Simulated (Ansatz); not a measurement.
# BrGaH4O: two geometries relaxed, part 2 of 2

Aim: relax the geometries before and after the reaction (exchange4), and see whether they are two minima and how far apart in energy. Meant to form: Ga1–O6, H5–Br2; to break: Ga1–Br2, H5–O6. The start is a guess near the saddle point, from which both ends are pulled out.

Ansatz 0.2.0; RKS B3LYP-D4/def2-SVP. The steps go on from the part before.

### 5 End point B

It starts where the restrained run ended.

Input file input.yaml:

```yaml
crystal:
  periodic: [false, false, false]
  atoms:
    - { symbol: Ga, position_ang: [-1.108705, 0.188602, -0.359356] }
    - { symbol: Br, position_ang: [1.614931, -2.039686, 0.842637] }
    - { symbol: H, position_ang: [-1.340632, -0.570945, -1.697432] }
    - { symbol: H, position_ang: [-2.005482, 0.352907, 0.910005] }
    - { symbol: H, position_ang: [1.717712, -0.699393, 0.225022] }
    - { symbol: O, position_ang: [0.497984, 1.114428, -0.356562] }
    - { symbol: H, position_ang: [0.624191, 1.654087, 0.435687] }
basis:
  gaussian: { orbitals: def2-SVP }
hamiltonian:
  xc: b3lyp
  dispersion: d4
relax:
  f_tol: 0.03
  max_steps: 50
```

Launch:

```console
> ansatz run input.yaml --threads 2 --pin off --max-ram 3072MiB --backend cpu --events-out ev --progress --plain --runs-dir out
```

The log of the run:

```text
Warning: RAYON_NUM_THREADS=2 ignored (pool sized by the plan → 2); use --threads N
The last accepted step is kept in <dir> (removed where the run ends without a failure and the disk answers)
Engine: ansatz 0.2.0, aarch64-unknown-linux-gnu
Functional definition: B3LYP
  parameter a0 = 0.2
  parameter ax = 0.72
  parameter ac = 0.81
  exchange = (1 - a0 - ax)*slater_x + ax*b88_x + a0*exact_x
  correlation = (1 - ac)*vwn_rpa_c + ac*lyp_c
1025 factors; integrals over basis functions are off by at most 3.2e-4 eV
mean field evaluation 1: about -124516.6963 eV, gradient 5.8e1 eV
mean field evaluation 2: about -124473.6862 eV, gradient 1.5e2 eV
mean field evaluation 4: about -124522.3260 eV, gradient 8.7e0 eV
mean field evaluation 8: about -124522.4273 eV, gradient 1.0e-1 eV
mean field -124522.42732741 eV, -4576.1147999497 hartree, gradient 4.5e-5 eV, S^2 0.000000; 0 other end points of the search recorded, 0 dependent functions left out
the calculation of the forces begins
reference -124522.42758781 eV, -4576.1148095191 hartree; 39, 39 occupied and 59, 59 virtual orbitals, 1025 factors
relax step   1: F+E_penalty+E_count = -124522.61808306 eV  Δ(F+E_penalty+E_count) = +0.000e0 eV  max|allowed force component| = 8.364e-1 eV/Å  Δτ_max = 0.0000 Å  (26 SCF iters, accepted)
these checks for a lower state are left out or cut short: starts, cluster_reference, orbital_swaps, neighbouring_geometries, increment
1025 factors; integrals over basis functions are off by at most 4.6e-4 eV
mean field evaluation 16: about -124522.3753 eV, gradient 7.0e0 eV
mean field -124522.50235825 eV, -4576.1175572821 hartree, gradient 7.2e-6 eV, S^2 0.000000; 0 other end points of the search recorded, 0 dependent functions left out
the calculation of the forces begins
reference -124522.50261254 eV, -4576.1175666272 hartree; 39, 39 occupied and 59, 59 virtual orbitals, 1025 factors
relax step   2: F+E_penalty+E_count = -124522.70848836 eV  Δ(F+E_penalty+E_count) = -9.041e-2 eV  max|allowed force component| = 2.777e-1 eV/Å  Δτ_max = 0.1946 Å  (28 SCF iters, accepted)
these checks for a lower state are left out or cut short: starts, cluster_reference, orbital_swaps, neighbouring_geometries, increment
1025 factors; integrals over basis functions are off by at most 4.3e-4 eV
mean field -124522.51614596 eV, -4576.1180639711 hartree, gradient 2.3e-5 eV, S^2 0.000000; 0 other end points of the search recorded, 0 dependent functions left out
the calculation of the forces begins
reference -124522.51639692 eV, -4576.1180731938 hartree; 39, 39 occupied and 59, 59 virtual orbitals, 1025 factors
relax step   3: F+E_penalty+E_count = -124522.73111249 eV  Δ(F+E_penalty+E_count) = -2.262e-2 eV  max|allowed force component| = 5.265e-1 eV/Å  Δτ_max = 0.1902 Å  (28 SCF iters, accepted)
these checks for a lower state are left out or cut short: starts, cluster_reference, orbital_swaps, neighbouring_geometries, increment
1025 factors; integrals over basis functions are off by at most 4.4e-4 eV
mean field evaluation 32: about -124522.5274 eV, gradient 6.4e-2 eV
mean field -124522.52742141 eV, -4576.1184783362 hartree, gradient 6.0e-5 eV, S^2 0.000000; 0 other end points of the search recorded, 0 dependent functions left out
the calculation of the forces begins
reference -124522.52767218 eV, -4576.1184875517 hartree; 39, 39 occupied and 59, 59 virtual orbitals, 1025 factors
relax step   4: F+E_penalty+E_count = -124522.74306053 eV  Δ(F+E_penalty+E_count) = -1.195e-2 eV  max|allowed force component| = 2.744e-1 eV/Å  Δτ_max = 0.0326 Å  (26 SCF iters, accepted)
these checks for a lower state are left out or cut short: starts, cluster_reference, orbital_swaps, neighbouring_geometries, increment
1025 factors; integrals over basis functions are off by at most 7.0e-4 eV
mean field -124522.53842134 eV, -4576.1188825762 hartree, gradient 2.1e-5 eV, S^2 0.000000; 0 other end points of the search recorded, 0 dependent functions left out
the calculation of the forces begins
reference -124522.53867109 eV, -4576.1188917543 hartree; 39, 39 occupied and 59, 59 virtual orbitals, 1025 factors
relax step   5: F+E_penalty+E_count = -124522.75838566 eV  Δ(F+E_penalty+E_count) = -1.533e-2 eV  max|allowed force component| = 3.713e-1 eV/Å  Δτ_max = 0.1041 Å  (29 SCF iters, accepted)
these checks for a lower state are left out or cut short: starts, cluster_reference, orbital_swaps, neighbouring_geometries, increment
1025 factors; integrals over basis functions are off by at most 1.2e-3 eV
mean field -124522.62213153 eV, -4576.1219588691 hartree, gradient 4.9e-5 eV, S^2 0.000000; 0 other end points of the search recorded, 0 dependent functions left out
the calculation of the forces begins
reference -124522.62237673 eV, -4576.1219678798 hartree; 39, 39 occupied and 59, 59 virtual orbitals, 1025 factors
relax step   6: F+E_penalty+E_count = -124522.84956764 eV  Δ(F+E_penalty+E_count) = -9.118e-2 eV  max|allowed force component| = 8.939e-1 eV/Å  Δτ_max = 0.1966 Å  (29 SCF iters, accepted)
these checks for a lower state are left out or cut short: starts, cluster_reference, orbital_swaps, neighbouring_geometries, increment
1027 factors; integrals over basis functions are off by at most 7.9e-4 eV
mean field -124522.83736917 eV, -4576.1298687064 hartree, gradient 1.6e-5 eV, S^2 0.000000; 0 other end points of the search recorded, 0 dependent functions left out
the calculation of the forces begins
reference -124522.83761364 eV, -4576.1298776903 hartree; 39, 39 occupied and 59, 59 virtual orbitals, 1027 factors
relax step   7: F+E_penalty+E_count = -124523.06362070 eV  Δ(F+E_penalty+E_count) = -2.141e-1 eV  max|allowed force component| = 1.586e0 eV/Å  Δτ_max = 0.1451 Å  (29 SCF iters, accepted)
these checks for a lower state are left out or cut short: starts, cluster_reference, orbital_swaps, neighbouring_geometries, increment
1027 factors; integrals over basis functions are off by at most 8.0e-4 eV
mean field -124523.20697627 eV, -4576.1434515169 hartree, gradient 1.0e-5 eV, S^2 0.000000; 0 other end points of the search recorded, 0 dependent functions left out
the calculation of the forces begins
reference -124523.20721727 eV, -4576.1434603734 hartree; 39, 39 occupied and 59, 59 virtual orbitals, 1027 factors
relax step   8: F+E_penalty+E_count = -124523.43444938 eV  Δ(F+E_penalty+E_count) = -3.708e-1 eV  max|allowed force component| = 1.698e0 eV/Å  Δτ_max = 0.1540 Å  (29 SCF iters, accepted)
these checks for a lower state are left out or cut short: starts, cluster_reference, orbital_swaps, neighbouring_geometries, increment
1025 factors; integrals over basis functions are off by at most 9.7e-4 eV
mean field evaluation 64: about -124523.2497 eV, gradient 4.5e-1 eV
mean field -124523.25096311 eV, -4576.1450680034 hartree, gradient 1.6e-5 eV, S^2 0.000000; 0 other end points of the search recorded, 0 dependent functions left out
the calculation of the forces begins
reference -124523.25120305 eV, -4576.1450768210 hartree; 39, 39 occupied and 59, 59 virtual orbitals, 1025 factors
relax step   9: F+E_penalty+E_count = -124523.47662192 eV  Δ(F+E_penalty+E_count) = -4.217e-2 eV  max|allowed force component| = 5.309e0 eV/Å  Δτ_max = 0.1946 Å  (28 SCF iters, accepted)
these checks for a lower state are left out or cut short: starts, cluster_reference, orbital_swaps, neighbouring_geometries, increment
1027 factors; integrals over basis functions are off by at most 9.6e-4 eV
mean field -124523.57149406 eV, -4576.1568472983 hartree, gradient 1.1e-5 eV, S^2 0.000000; 0 other end points of the search recorded, 0 dependent functions left out
the calculation of the forces begins
reference -124523.57173365 eV, -4576.1568561033 hartree; 39, 39 occupied and 59, 59 virtual orbitals, 1027 factors
relax step  10: F+E_penalty+E_count = -124523.79176502 eV  Δ(F+E_penalty+E_count) = -3.151e-1 eV  max|allowed force component| = 1.815e0 eV/Å  Δτ_max = 0.1938 Å  (28 SCF iters, accepted)
these checks for a lower state are left out or cut short: starts, cluster_reference, orbital_swaps, neighbouring_geometries, increment
1027 factors; integrals over basis functions are off by at most 7.5e-4 eV
mean field -124523.58623185 eV, -4576.1573889022 hartree, gradient 7.8e-6 eV, S^2 0.000000; 0 other end points of the search recorded, 0 dependent functions left out
the calculation of the forces begins
reference -124523.58647212 eV, -4576.1573977320 hartree; 39, 39 occupied and 59, 59 virtual orbitals, 1027 factors
relax step  11: F+E_penalty+E_count = -124523.80775379 eV  Δ(F+E_penalty+E_count) = -1.599e-2 eV  max|allowed force component| = 6.393e-1 eV/Å  Δτ_max = 0.1999 Å  (27 SCF iters, accepted)
these checks for a lower state are left out or cut short: starts, cluster_reference, orbital_swaps, neighbouring_geometries, increment
1027 factors; integrals over basis functions are off by at most 9.5e-4 eV
mean field -124523.67381414 eV, -4576.1606074920 hartree, gradient 8.4e-6 eV, S^2 0.000000; 0 other end points of the search recorded, 0 dependent functions left out
the calculation of the forces begins
reference -124523.67405542 eV, -4576.1606163588 hartree; 39, 39 occupied and 59, 59 virtual orbitals, 1027 factors
relax step  12: F+E_penalty+E_count = -124523.89172571 eV  Δ(F+E_penalty+E_count) = -8.397e-2 eV  max|allowed force component| = 2.995e-1 eV/Å  Δτ_max = 0.2000 Å  (28 SCF iters, accepted)
these checks for a lower state are left out or cut short: starts, cluster_reference, orbital_swaps, neighbouring_geometries, increment
1027 factors; integrals over basis functions are off by at most 1.0e-3 eV
mean field evaluation 96: about -124523.6628 eV, gradient 2.0e-5 eV
mean field -124523.66280041 eV, -4576.1602027448 hartree, gradient 2.0e-5 eV, S^2 0.000000; 0 other end points of the search recorded, 0 dependent functions left out
the calculation of the forces begins
reference -124523.66304091 eV, -4576.1602115832 hartree; 39, 39 occupied and 59, 59 virtual orbitals, 1027 factors
relax step  13: F+E_penalty+E_count = -124523.88094236 eV  Δ(F+E_penalty+E_count) = +1.078e-2 eV  max|allowed force component| = 3.364e-1 eV/Å  Δτ_max = 0.1134 Å  (28 SCF iters, rejected (line search))
these checks for a lower state are left out or cut short: starts, cluster_reference, orbital_swaps, neighbouring_geometries, increment
1027 factors; integrals over basis functions are off by at most 1.0e-3 eV
mean field -124523.68220270 eV, -4576.1609157659 hartree, gradient 4.9e-5 eV, S^2 0.000000; 0 other end points of the search recorded, 0 dependent functions left out
the calculation of the forces begins
reference -124523.68244340 eV, -4576.1609246116 hartree; 39, 39 occupied and 59, 59 virtual orbitals, 1027 factors
relax step  14: F+E_penalty+E_count = -124523.90078152 eV  Δ(F+E_penalty+E_count) = -9.056e-3 eV  max|allowed force component| = 8.966e-2 eV/Å  Δτ_max = 0.0558 Å  (24 SCF iters, accepted)
these checks for a lower state are left out or cut short: starts, cluster_reference, orbital_swaps, neighbouring_geometries, increment
1027 factors; integrals over basis functions are off by at most 1.0e-3 eV
mean field -124523.68275643 eV, -4576.1609361151 hartree, gradient 4.6e-5 eV, S^2 0.000000; 0 other end points of the search recorded, 0 dependent functions left out
the calculation of the forces begins
reference -124523.68299704 eV, -4576.1609449575 hartree; 39, 39 occupied and 59, 59 virtual orbitals, 1027 factors
relax step  15: F+E_penalty+E_count = -124523.90149633 eV  Δ(F+E_penalty+E_count) = -7.148e-4 eV  max|allowed force component| = 3.703e-2 eV/Å  Δτ_max = 0.0242 Å  (24 SCF iters, accepted)
these checks for a lower state are left out or cut short: starts, cluster_reference, orbital_swaps, neighbouring_geometries, increment
1027 factors; integrals over basis functions are off by at most 1.1e-3 eV
mean field -124523.68157119 eV, -4576.1608925583 hartree, gradient 4.7e-5 eV, S^2 0.000000; 0 other end points of the search recorded, 0 dependent functions left out
the calculation of the forces begins
reference -124523.68181156 eV, -4576.1609013916 hartree; 39, 39 occupied and 59, 59 virtual orbitals, 1027 factors
relax step  16: F+E_penalty+E_count = -124523.90073672 eV  Δ(F+E_penalty+E_count) = +7.596e-4 eV  max|allowed force component| = 6.071e-2 eV/Å  Δτ_max = 0.0370 Å  (25 SCF iters, rejected (line search))
these checks for a lower state are left out or cut short: starts, cluster_reference, orbital_swaps, neighbouring_geometries, increment
1027 factors; integrals over basis functions are off by at most 1.1e-3 eV
mean field -124523.68302457 eV, -4576.1609459690 hartree, gradient 4.7e-5 eV, S^2 0.000000; 0 other end points of the search recorded, 0 dependent functions left out
the calculation of the forces begins
reference -124523.68326512 eV, -4576.1609548091 hartree; 39, 39 occupied and 59, 59 virtual orbitals, 1027 factors
relax step  17: F+E_penalty+E_count = -124523.90184040 eV  Δ(F+E_penalty+E_count) = -3.441e-4 eV  max|allowed force component| = 1.653e-2 eV/Å  Δτ_max = 0.0185 Å  (25 SCF iters, accepted)
1027 factors; integrals over basis functions are off by at most 1.1e-3 eV
mean field evaluation 128: about -124523.6830 eV, gradient 6.4e-3 eV
mean field -124523.68302457 eV, -4576.1609459690 hartree, gradient 4.7e-5 eV, S^2 0.000000; 1 other end points of the search recorded, 0 dependent functions left out
the calculation of the forces begins
reference -124523.68326512 eV, -4576.1609548091 hartree; 39, 39 occupied and 59, 59 virtual orbitals, 1027 factors
Total energy: -124523.90208095 eV, -4576.1689961426 hartree
Atom 0 at    -0.840137    -0.463342    -0.175087 Å, force    -0.010962     0.008979     0.000164 eV/Å
Atom 1 at     0.679026    -2.093993     0.672781 Å, force     0.005658    -0.003527     0.002049 eV/Å
Atom 2 at    -1.171733    -0.642876    -1.689655 Å, force     0.003008    -0.002183     0.000425 eV/Å
Atom 3 at    -1.710147     0.207138     0.944084 Å, force     0.000429     0.000966    -0.000560 eV/Å
Atom 4 at     1.530186     0.384024     0.041548 Å, force    -0.013744     0.016534    -0.004603 eV/Å
Atom 5 at     0.788451     0.957040    -0.233765 Å, force     0.015879    -0.005663     0.002336 eV/Å
Atom 6 at     0.724352     1.652009     0.440094 Å, force    -0.000268    -0.015105     0.000188 eV/Å
Dipole moment:     0.247884     0.774313     0.098031 e Å
```

Wall time 44 s (2 threads of Arm Neoverse V2, shared host); peak memory 0.22 GiB.

Step by step:

```
step  energy from step 1 (eV)  largest force component (eV/Å)
   1                   0.0000                          0.8364
   2                  -0.0904                          0.2777
   3                  -0.1130                          0.5265
   4                  -0.1250                          0.2744
   5                  -0.1403                          0.3713
   6                  -0.2315                          0.8939
   7                  -0.4455                          1.5859
   8                  -0.8164                          1.6978
   9                  -0.8585                          5.3086
  10                  -1.1737                          1.8150
  11                  -1.1897                          0.6393
  12                  -1.2736                          0.2995
 13x                  -1.2629                          0.3364
  14                  -1.2827                          0.0897
  15                  -1.2834                          0.0370
 16x                  -1.2827                          0.0607
  17                  -1.2838                          0.0165
```

Step 1 is the start. 2 steps were tried and not accepted (marked x).

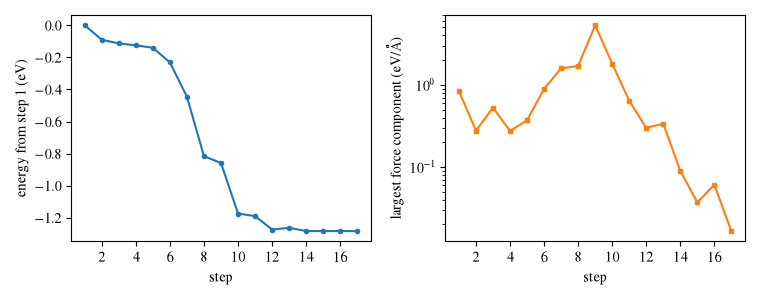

How energy and force went from step to step.

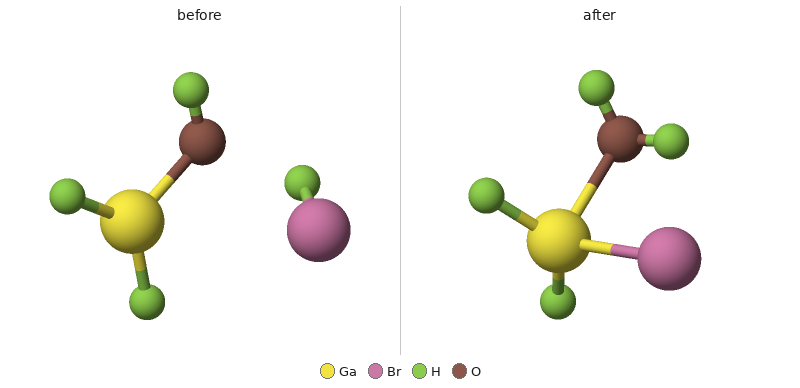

The structure before (left) and after (right), drawn at the same scale.

After: Bond lengths: Ga1–Br2 2.384 Å, Ga1–H3 1.561 Å, Ga1–H4 1.568 Å, Ga1–O6 2.162 Å, H5–O6 0.977 Å, O6–H7 0.970 Å. Angles: Br2–Ga1–H3 113.7°, Br2–Ga1–H4 113.1°, Br2–Ga1–O6 88.8°, H3–Ga1–H4 128.6°, H3–Ga1–O6 102.1°, H4–Ga1–O6 99.0°, Ga1–O6–H5 100.3°, Ga1–O6–H7 113.7°, H5–O6–H7 105.9°.

Pairs that crossed the distance rule for bonds on the way: came closer Ga1–Br2, H5–O6; moved apart Br2–H5.

### 6 Outcome

What follows sums up all 2 parts.

```
                           quantity                     value
                              end A   7 moves, 0.526 eV lower
                              end B  14 moves, 1.284 eV lower
largest difference between the ends                    0.02 Å
            end B relative to end A                 -0.000 eV
```

The two relaxations end at one structure, within 0.02 Å: no second minimum was found from this start, which doesn't rule one out.
